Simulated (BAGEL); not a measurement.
# C2BeN2 (Be(CN)2) at HF/6-31G(d) (density fitting with qzvpp-jkfit, spherical functions)

Aim: the electronic atomisation energy of C2BeN2 (Be(CN)2) at HF/6-31G* (density fitting with qzvpp-jkfit, spherical functions), from 4 runs. 

The calculation is run with BAGEL 1.2.2.

**1. Starting point**

C2BeN2: 5 atoms, total charge 0, spin state singlet. As SMILES, `N#[C][Be][C]#N`. Geometry: a GFN2-xTB relaxation, a rough one for these elements and not checked as a minimum.

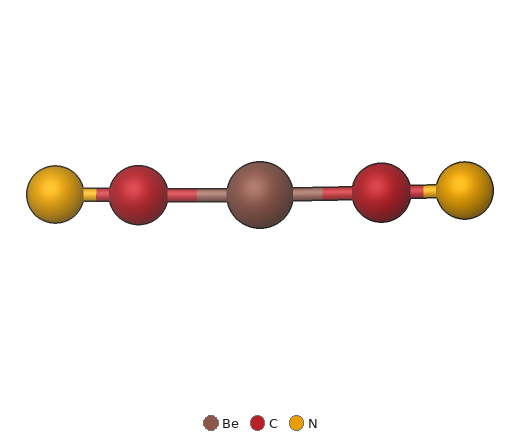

The structure, seen from a chosen angle (beryllium brown, carbon red, nitrogen amber).

**2. The energy at HF/6-31G(d) (density fitting with qzvpp-jkfit, spherical functions)**

hf.json

```json
{ "bagel": [

{
  "title": "molecule",
  "basis": "6-31gs.json",
  "df_basis": "qzvpp-jkfit",
  "angstrom": true,
  "geometry": [
    { "atom": "Be", "xyz": [    0.015020,    0.015380,   -0.000290 ] },
    { "atom": "C", "xyz": [    0.011410,    0.012400,    1.677580 ] },
    { "atom": "N", "xyz": [   -0.001630,    0.009090,    2.827150 ] },
    { "atom": "C", "xyz": [   -0.003210,   -0.007740,   -1.677530 ] },
    { "atom": "N", "xyz": [   -0.021590,   -0.029130,   -2.826920 ] }
  ]
},
{
  "title": "hf"
},
{
  "title": "print",
  "file": "orbitals.molden",
  "orbitals": true
}

]}
```

The basis set 6-31G* is read from a file made from the Basis Set Exchange's data (not shown).

On the command line:

```sh
$ BAGEL_NUM_THREADS=1 BAGEL hf.json > hf.out
```

Log:

```text
* using 1 threads per process

  ===============================================================
  ===============================================================

  *** Geometry ***

  { "atom" : "Be", "xyz" : [      0.028384,      0.029064,     -0.000548 ] },
  { "atom" : "C", "xyz" : [      0.021562,      0.023433,      3.170167 ] },
  { "atom" : "N", "xyz" : [     -0.003080,      0.017178,      5.342539 ] },
  { "atom" : "C", "xyz" : [     -0.006066,     -0.014626,     -3.170072 ] },
  { "atom" : "N", "xyz" : [     -0.040799,     -0.055048,     -5.342105 ] },

  Number of auxiliary basis functions:      355

  Since a DF basis is specified, we compute 2- and 3-index integrals:
    o Being stored without compression. Storage requirement is 0.014 GB

  Number of basis functions:       70
  Number of electrons      :       30

    * METHOD: MOLECULE                             0.08

  *** RHF ***

  === Nuclear Repulsion ===
    84.4159017452

      * DIIS with orbital gradients will be used.

  === RHF iteration (6-31gs.json) ===
      0       -198.92945775          0.03387344           0.02
      1       -198.99244436          0.03391125           0.02
      2       -199.29479639          0.00238588           0.02
[... 9 lines of this table left out ...]
     12       -199.29802779          0.00000001           0.02
    * SCF iteration converged.

    * Permanent dipole moment:
           (   -0.036655,    -0.037270,     0.001041) a.u.

    * METHOD: HF                                   0.30

    * METHOD: PRINT                                0.01

  ===============================================================
```

It took 0.75 s on 1 thread of Intel Xeon 6975P-C (Granite Rapids), shared host; peak memory 0.08 GiB.

**3. The Be atom at the same level**

input.json

```json
{ "bagel" : [

{
  "title" : "molecule",
  "basis" : "6-31gs.json",
  "df_basis" : "qzvpp-jkfit",
  "angstrom" : "true",
  "geometry" : [
    { "atom" : "Be", "xyz" : [       0.000000,       0.000000,       0.000000 ] }
  ]
},

{ "title" : "hf" },

{ "title" : "print", "file" : "orbitals.molden", "orbitals" : "true" }

]}
```

The basis set 6-31G* is read from a file made from the Basis Set Exchange's data (not shown).

On the command line:

```sh
$ BAGEL_NUM_THREADS=1 BAGEL input.json > input.out
```

Log:

```text
* using 1 threads per process

  ===============================================================
  ===============================================================

  *** Geometry ***

  { "atom" : "Be", "xyz" : [      0.000000,      0.000000,      0.000000 ] },

  Number of auxiliary basis functions:       51

  Since a DF basis is specified, we compute 2- and 3-index integrals:
    o Being stored without compression. Storage requirement is 0.000 GB

  Number of basis functions:       14
  Number of electrons      :        4

    * METHOD: MOLECULE                             0.01

  *** RHF ***

  === Nuclear Repulsion ===
     0.0000000000

      * DIIS with orbital gradients will be used.

  === RHF iteration (6-31gs.json) ===
      0        -14.56611276          0.00134340           0.00
      1        -14.56673512          0.00029862           0.00
      2        -14.56676699          0.00000081           0.00
      3        -14.56676699          0.00000003           0.00
      4        -14.56676699          0.00000000           0.00
    * SCF iteration converged.

    * Permanent dipole moment:
           (   -0.000000,    -0.000000,    -0.000000) a.u.

    * METHOD: HF                                   0.01

    * METHOD: PRINT                                0.00

  ===============================================================
```

Wall time 0.36 s (1 thread of Intel Xeon 6975P-C (Granite Rapids), shared host); peak memory 0.08 GiB.

**4. The C atom**

calc.json

```json
{ "bagel": [

{
  "title": "molecule",
  "basis": "6-31gs.json",
  "df_basis": "qzvpp-jkfit",
  "angstrom": true,
  "geometry": [
    { "atom": "C", "xyz": [    0.000000,    0.000000,    0.000000 ] }
  ]
},
{ "title": "uhf", "nopen": 2 },
{ "title": "print", "file": "orbitals.molden", "orbitals": true }

]}
```

The basis set 6-31G* is read from a file made from the Basis Set Exchange's data (not shown).

Run the same way, it converges to -37.68057 Eh (log not shown).

**5. The N atom**

input.json

```json
{ "bagel": [

{
  "title": "molecule",
  "basis": "6-31gs.json",
  "df_basis": "qzvpp-jkfit",
  "angstrom": true,
  "geometry": [
    { "atom": "N", "xyz": [       0.000000,       0.000000,       0.000000 ] }
  ]
},

{
  "title": "uhf",
  "nopen": 3
},

{
  "title": "print",
  "file": "orbitals.molden",
  "orbitals": true
}

]}
```

The basis set 6-31G* is read from a file made from the Basis Set Exchange's data (not shown).

Run the same way, it converges to -54.38500 Eh (log not shown).

**6. Results**

At HF/6-31G* (density fitting with qzvpp-jkfit, spherical functions):

```
                     quantity          value
       molecule: total energy  -199.29803 Eh
      molecule: dipole moment         0.13 D
        molecule: HOMO energy      -13.35 eV
        molecule: LUMO energy        0.53 eV
      molecule: HOMO–LUMO gap       13.87 eV
        Be atom: total energy   -14.56677 Eh
       Be atom: dipole moment         0.00 D
         Be atom: HOMO energy       -8.20 eV
         Be atom: LUMO energy        2.24 eV
       Be atom: HOMO–LUMO gap       10.44 eV
         C atom: total energy   -37.68057 Eh
        C atom: dipole moment         0.00 D
                 C atom: ⟨S²⟩          2.005
         N atom: total energy   -54.38500 Eh
        N atom: dipole moment         0.00 D
                 N atom: ⟨S²⟩          3.755
electronic atomisation energy      16.330 eV
```

In words: Taking the molecule apart into free atoms costs 16.33 eV (1576 kJ/mol), before zero-point energy and without spin-orbit coupling. Hartree–Fock lacks the correlation of the bonding pairs, which as a rule makes this value much too low; in minimal bases other errors can mask that.
